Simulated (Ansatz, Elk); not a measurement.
## How far do independent atoms describe Ca3VP?

The structure of Ca3VP used here is made up (a known structure type with other elements) and was relaxed beforehand with PBEsol. The aim is the Fourier transform of its all-electron density, F(hkl), set beside the sum over free spherical atoms that refinements use.

Method: DFT, PBE, all-electron APW+lo, Dirac cores, scalar-relativistic bands, static density, ferromagnetic start, in Elk 11.2.3 (patched build).

The structure was built from a prototype and need not be the compound's stable phase.

### Step 1. Starting point

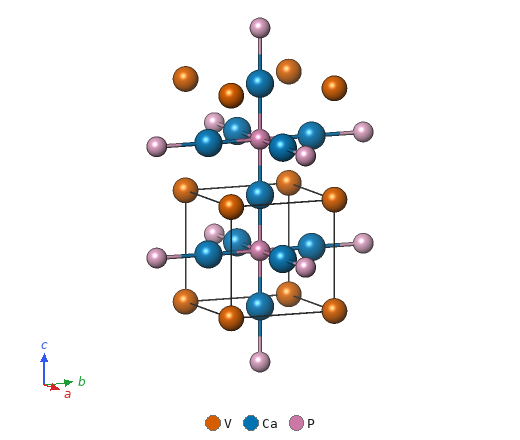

The starting structure, seen slightly off an axis (vanadium orange, calcium blue, phosphorus pink). 1×1×2 cells are drawn. Some periodic images of atoms are drawn too.

### Step 2. Ground state and structure factors

An all-electron density is needed, since X-rays see the cores too. Task 0 finds the density and task 195 Fourier-transforms it; tshift is off so that phases refer to the origin typed.

elk.in

```
tasks
  0
  195
  196

xctype
  20

spinpol
  .true.

rgkmax
  7.0

gmaxvr
  14.0

lmaxo
  7

lmaxapw
  8

swidth
  0.002

tshift
  .false.

ramdisk
  .false.

hmaxvr
  5.5

maxscl
  120

epspot
  1e-06

reducebf
  0.8

sppath
  './'

avec
  10.23858920772 0.00000000000 0.00000000000
  0.00000000000 10.23858920772 0.00000000000
  -0.00000000000 0.00000000000 10.23858920772

atoms
  3
  'V.in'
  1
  0.0000000000 0.0000000000 0.0000000000   0.000000 0.000000 -0.190000
  'Ca.in'
  3
  0.5000000000 0.5000000000 -0.0000000000   0.000000 0.000000 0.000000
  0.5000000000 -0.0000000000 0.5000000000   0.000000 0.000000 0.000000
  -0.0000000000 0.5000000000 0.5000000000   0.000000 0.000000 0.000000
  'P.in'
  1
  0.5000000000 0.5000000000 0.5000000000   0.000000 0.000000 0.000000

ngridk
  4 4 4
```

Command:

```console
$ OMP_NUM_THREADS=4 elk
```

Numbers of over 12 decimals in the logs are rounded to 6 here.

Log:

```text
┌─────────────────────────┐
│ Elk code version 11.2.3 │
└─────────────────────────┘

All units are atomic (Hartree, Bohr, etc.)

┌─────────────────────────────────────────────────┐
│ Ground-state run starting from atomic densities │
└─────────────────────────────────────────────────┘

Lattice vectors :
   10.23858921       0.000000000       0.000000000
   0.000000000       10.23858921       0.000000000
  -0.000000000       0.000000000       10.23858921

Reciprocal lattice vectors :
  0.6136768631      -0.000000000       0.000000000
   0.000000000      0.6136768631      -0.000000000
   0.000000000       0.000000000      0.6136768631

Unit cell volume      :    1073.298088
Brillouin zone volume :   0.2311102723

Muffin-tin inner radius fraction :   0.1000000000E-01

Nuclei treated as point charges

Species : 1 (V)
 parameters loaded from : V.in
 name : vanadium
 nuclear charge    :   -23.00000000
 electronic charge :    23.00000000
 atomic mass :    92860.67382
 muffin-tin radius :    2.400000000
 number of radial points in muffin-tin :    993
 inner part over the whole radius :   0.9920165687E-02
 number on inner part of muffin-tin    :    699
 approximate nuclear radius :   0.6897515165E-04
 number of mesh points to nuclear radius :    327
 atomic positions (lattice), magnetic fields (Cartesian) :
  1 :   0.00000000  0.00000000  0.00000000    0.00000000  0.00000000 -0.19000000

Species : 2 (Ca)
 parameters loaded from : Ca.in
 name : calcium
 nuclear charge    :   -20.00000000
 electronic charge :    20.00000000
 atomic mass :    73057.72475
 muffin-tin radius :    2.400000000
 number of radial points in muffin-tin :    993
 inner part over the whole radius :   0.9970789793E-02
 number on inner part of muffin-tin    :    698
 approximate nuclear radius :   0.6614485811E-04
 number of mesh points to nuclear radius :    321
 atomic positions (lattice), magnetic fields (Cartesian) :
  1 :   0.50000000  0.50000000  0.00000000    0.00000000  0.00000000  0.00000000
  2 :   0.50000000  0.00000000  0.50000000    0.00000000  0.00000000  0.00000000
  3 :   0.00000000  0.50000000  0.50000000    0.00000000  0.00000000  0.00000000

Species : 3 (P)
 parameters loaded from : P.in
 name : phosphorus
 nuclear charge    :   -15.00000000
 electronic charge :    15.00000000
 atomic mass :    56461.71230
 muffin-tin radius :    2.200000000
 number of radial points in muffin-tin :    793
 inner part over the whole radius :   0.9987340520E-02
 number on inner part of muffin-tin    :    554
 approximate nuclear radius :   0.6081821256E-04
 number of mesh points to nuclear radius :    248
 atomic positions (lattice), magnetic fields (Cartesian) :
  1 :   0.50000000  0.50000000  0.50000000    0.00000000  0.00000000  0.00000000

Total number of atoms per unit cell :    5
Total muffin-tin volume :    276.2255813
 ratio of muffin-tin to unit cell volume :   0.2573614770

Spin treatment :
 spin-polarised
 global magnetic field (Cartesian) :    0.000000000       0.000000000       0.000000000
 collinear magnetisation in z-direction

Number of Bravais lattice symmetries :   48
Number of crystal symmetries         :   48
Crystal has inversion symmetry
Real symmetric eigensolver will be used

k-point grid :      4     4     4
k-point offset :    0.000000000       0.000000000       0.000000000
k-point set is reduced with full crystal symmetry group
Total number of k-points :       10

Muffin-tin radius times maximum |G+k| :    7.000000000
 using average radius
Maximum |G+k| for APW functions       :    2.966101695
Maximum (1/2)|G+k|²                   :    4.398879632
Maximum |G| for potential and density :    14.00000000
Constant for pseudocharge density :    8
 order of it for each species :   15  15  15
 order of it for pair densities of each species (exact exchange by exxq0 0: 16) :   10  10   8
Radial integration step length :    1

G-vector grid sizes :     48    48    48
Number of G-vectors :    49557

Maximum angular momentum used for
[...]
Absolute change in total energy (target)   :   0.9802419786     (  0.1000000000E-03)

[... loops 3 to 21 left out ...]

┌──────────────────┐
│ Loop number : 22 │
└──────────────────┘

Energies :
 Fermi                       :     0.132531
 sum of occupied eigenvalues :     -1939.0399446813
 electron kinetic            :      3359.7312576775
 core electron kinetic       :      3133.2437707154
 Coulomb                     :     -6515.0790566089
 Coulomb potential           :     -5069.2981362343
 nuclear-nuclear             :     -452.98742622642
 electron-nuclear            :     -7064.6975401989
 Hartree                     :      1002.6059098165
 Madelung                    :     -3980.4299884917
 xc potential                :     -229.25587403647
 xc effective B-field        :    -0.217174
 external B-field            :      0.000000
 exchange                    :     -173.23444603996
 correlation                 :     -4.008130
 electron entropic           :    -0.11905679703475E-02
 total energy                :     -3332.5915654100
 (external B-field energy excluded from total)

Density of states at Fermi energy :    92.94175719
 (states/Hartree/unit cell)

Estimated indirect band gap :   0.9037033017E-03
 from k-point 10 to k-point 7
Estimated direct band gap   :   0.9123396239E-02
 at k-point 8

Charges :
 core                        :    50.00000000
 valence                     :    48.00000000
 interstitial                :    8.594164674
 muffin-tins (core leakage)
  species : 1 (V)
[...]
species : 2 (Ca)
[...]
species : 3 (P)
[...]
total in muffin-tins        :    89.40583533
 total calculated charge     :    97.99943486
 total charge                :    98.00000000
 error                       :   0.5651429447E-03

Moments :
 interstitial                :    2.058912396
 muffin-tins
  species : 1 (V)
[...]
species : 2 (Ca)
[...]
species : 3 (P)
[...]
total in muffin-tins        :    3.428882759
 total moment                :    5.487795155

RMS change in Kohn-Sham potential (target) :   0.6070052955E-06 (  0.1000000000E-05)
Absolute change in total energy (target)   :   0.1021358457E-05 (  0.1000000000E-03)

Convergence targets achieved

┌──────────────────┐
│ Loop number : 23 │
└──────────────────┘

Energies :
 Fermi                       :     0.132532
 sum of occupied eigenvalues :     -1939.0399727661
 electron kinetic            :      3359.7312498893
 core electron kinetic       :      3133.2437727722
 Coulomb                     :     -6515.0790467205
 Coulomb potential           :     -5069.2981812831
 nuclear-nuclear             :     -452.98742622642
 electron-nuclear            :     -7064.6974744964
 Hartree                     :      1002.6058540023
 Madelung                    :     -3980.4299560790
 xc potential                :     -229.25585743926
 xc effective B-field        :    -0.217173
 external B-field            :      0.000000
 exchange                    :     -173.23444217769
 correlation                 :     -4.008130
 electron entropic           :    -0.11905797712732E-02
 total energy                :     -3332.5915595244
 (external B-field energy excluded from total)

Density of states at Fermi energy :    92.94282471
 (states/Hartree/unit cell)

Estimated indirect band gap :   0.9034752103E-03
 from k-point 10 to k-point 7
Estimated direct band gap   :   0.9123184194E-02
 at k-point 8

Charges :
 core                        :    50.00000000
 valence                     :    48.00000000
 interstitial                :    8.594170837
 muffin-tins (core leakage)
  species : 1 (V)
[...]
species : 2 (Ca)
[...]
atom 2                    :    18.21156903     ( -0.1986080385E-06)
   atom 3                    :    18.21156903     ( -0.1986080385E-06)
  species : 3 (P)
   atom 1                    :    13.46810365     (  0.3199164792E-03)
 total in muffin-tins        :    89.40582916
 total calculated charge     :    97.99943486
 total charge                :    98.00000000
 error                       :   0.5651428825E-03

Moments :
 interstitial                :    2.058917101
 muffin-tins
  species : 1 (V)
[...]
species : 2 (Ca)
[...]
atom 2                    :   0.8399308677E-01
   atom 3                    :   0.8399308677E-01
  species : 3 (P)
   atom 1                    :   0.5977958592E-01
 total in muffin-tins        :    3.428874011
 total moment                :    5.487791112

┌──────────────────────────────┐
│ Self-consistent loop stopped │
└──────────────────────────────┘

Warning : core states of species 3 leak from the muffin-tin :   0.3199164792E-03

Wrote STATE.OUT
```

The job ended after 2 min (4 threads of Arm Neoverse V2, shared host; peak memory 0.45 GiB).

SFACRHO.OUT:

```text

h k l indices transformed by vhmat matrix:
   1.000000000       0.000000000       0.000000000    
   0.000000000       1.000000000       0.000000000    
   0.000000000       0.000000000       1.000000000    

      h      k      l  multipl.   |H|            Re(F)            Im(F)           |F|

      0      0      0      1   0.0000000       98.000000      0.12259488E-15   98.000000    
      0      0      1      6  0.61367686      -10.529237      0.25062704E-13   10.529237    
      0     -1      1     12  0.86787014       15.678068      0.82878758E-15   15.678068    
     -1     -1     -1      8   1.0629195       53.383238      0.30610666E-13   53.383238    
      0      0     -2      6   1.2273537       72.843806      0.44840663E-13   72.843806    
     -1     -2      0     24   1.3722232      -7.5994512     -0.42829822E-13   7.5994512    
     -2      1      1     24   1.5031952       12.184073     -0.30787896E-13   12.184073    
     -2      2      0     12   1.7357403       62.441585     -0.12509588E-14   62.441585    
     -2      1     -2     24   1.8410306      -6.3800730     -0.49887690E-14   6.3800730    
     -3      0      0      6   1.8410306      -6.5275112     -0.71990189E-13   6.5275112    
      0      3     -1     24   1.9406166       10.931935     -0.22700446E-13   10.931935    
      3     -1      1     24   2.0353359       40.196150     -0.31056273E-13   40.196150    
      2      2      2      8   2.1258390       55.595523     -0.11306713E-12   55.595523    
      0      3     -2     24   2.2126434      -5.9904858      0.55430140E-13   5.9904858    
     -3      1      2     48   2.2961686       10.161790      0.41244999E-13   10.161790    
      4      0      0      6   2.4547075       50.663117     -0.64601305E-13   50.663117    
     -1      0      4     24   2.5302545      -5.7814363      0.98395260E-14   5.7814363    
      2     -3     -2     24   2.5302545      -5.6823170     -0.51341957E-13   5.6823170
```

Elk indexes on the primitive cell of elk.in and gives |H| = 4π sin θ/λ in inverse bohr. Below, one row stands for each form hkl of the conventional cell (m members, Friedel mates merged), F is for one primitive cell and the density is static (no thermal factor). Free-atom factors are Waasmaier and Kirfel's, and R is Σm||F|−|F'||/Σm|F|.

```csv
hkl,m,sin θ/λ (Å⁻¹),"abs F, DFT",neutral atoms,diff.
100,6,0.092,10.529,10.210,+0.319
110,12,0.131,15.678,15.235,+0.443
111,8,0.160,53.383,53.277,+0.106
200,6,0.185,72.844,72.391,+0.453
210,24,0.206,7.599,7.509,+0.091
211,24,0.226,12.184,12.369,-0.184
220,12,0.261,62.442,62.319,+0.123
221,24,0.277,6.380,6.512,-0.132
300,6,0.277,6.527,6.512,+0.015
310,24,0.292,10.932,11.052,-0.120
311,24,0.306,40.196,40.023,+0.173
222,8,0.320,55.596,55.593,+0.003
320,24,0.333,5.990,6.023,-0.033
321,48,0.345,10.162,10.214,-0.052
400,6,0.369,50.663,50.701,-0.038
410,24,0.381,5.781,5.748,+0.033
322,24,0.381,5.682,5.748,-0.066
330,12,0.392,9.585,9.553,+0.031
411,24,0.392,9.476,9.553,-0.077
331,24,0.402,32.821,32.784,+0.036
420,24,0.413,46.971,47.002,-0.031
421,48,0.423,5.527,5.569,-0.042
```

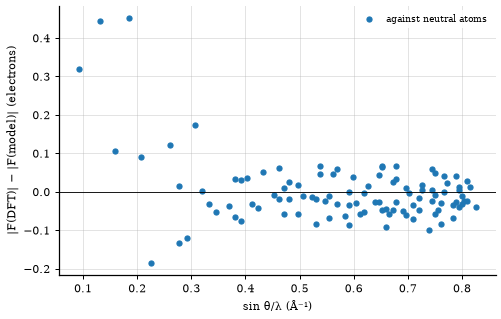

Difference between the calculated structure factors and the independent-atom ones.

### Step 3. The magnetisation density

The same run holds the spin density, and task 196 transforms it. The order is that of the start, and no other was tried.

SFACMAG_1.OUT:

```text

h k l indices transformed by vhmat matrix:
   1.000000000       0.000000000       0.000000000    
   0.000000000       1.000000000       0.000000000    
   0.000000000       0.000000000       1.000000000    

      h      k      l  multipl.   |H|            Re(F)            Im(F)           |F|

      0      0      0      1   0.0000000       5.4877913      0.56413986E-17   5.4877913    
      0      0      1      6  0.61367686       3.2434830     -0.15056354E-16   3.2434830    
      0     -1      1     12  0.86787014       2.4623846      0.39479704E-17   2.4623846    
     -1     -1     -1      8   1.0629195       2.0714521      0.26132485E-16   2.0714521    
      0      0     -2      6   1.2273537       1.9206462      0.10997462E-15   1.9206462    
     -1     -2      0     24   1.3722232       1.5256313     -0.48775938E-16   1.5256313    
     -2      1      1     24   1.5031952       1.4133319     -0.33512322E-16   1.4133319    
     -2      2      0     12   1.7357403       1.1984105     -0.55422546E-17   1.1984105    
     -2      1     -2     24   1.8410306       1.0483985      0.29449199E-16   1.0483985    
     -3      0      0      6   1.8410306      0.96576548     -0.56954525E-16  0.96576548    
      0      3     -1     24   1.9406166      0.89707572     -0.15845262E-16  0.89707572    
      3     -1      1     24   2.0353359      0.88925416     -0.45985075E-16  0.88925416    
      2      2      2      8   2.1258390      0.83995260     -0.76556639E-16  0.83995260    
      0      3     -2     24   2.2126434      0.70454063      0.41190641E-16  0.70454063    
     -3      1      2     48   2.2961686      0.65674584      0.22414914E-16  0.65674584    
      4      0      0      6   2.4547075      0.52827129     -0.42042501E-16  0.52827129
```

The total moment is 5.49 μB a cell; sphere moments: V1 +3.12, Ca2 +0.08, Ca3 +0.08, Ca4 +0.08, P5 +0.06 μB. Polarised neutrons measure spin and orbital magnetisation together; without spin-orbit coupling the run gives the spin part:

```csv
hkl,sin θ/λ (Å⁻¹),abs F_M (μB)
100,0.092,3.244
110,0.131,2.462
111,0.160,2.071
200,0.185,1.921
210,0.206,1.526
211,0.226,1.413
220,0.261,1.198
221,0.277,1.048
300,0.277,0.966
310,0.292,0.897
311,0.306,0.889
222,0.320,0.840
320,0.333,0.705
321,0.345,0.657
```

(Part 1 of 2 ends here.)

[Logs are printed without paths, hosts, clocks, repeated set-up lines and the standing remarks that a program may print on its own settings, such as how far it seeks lower states.]

[Hosts, paths, dates, database ids (printed as entryN), source tags and the programs' standing remarks are cut or masked in the printed files.]
